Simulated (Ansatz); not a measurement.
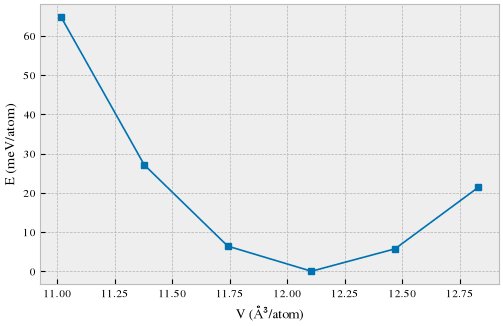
Figure. Ni5Ge3 in space group C2/c (No. 15; Pearson symbol mS32) under volume change, r²SCAN in the plane-wave PAW code Ansatz, shape and atoms relaxed at each volume.

What does a third-order Birch–Murnaghan fit give for V₀, B₀ and B′?

V₀ = 12.11 Å³/atom, B₀ = 177 GPa, B′ = 4.8.

The first step of the workflow began from a Materials Project structure, measured or hypothetical; the Crystallography Open Database copy checked does not list it. Whether it is the stable phase at ambient conditions was not checked. The r²SCAN relaxation kept the symmetry of its start; its stability against distortions is not shown here. The run is not spin-polarised.

Potentials: the later of the program's two PAW sets.
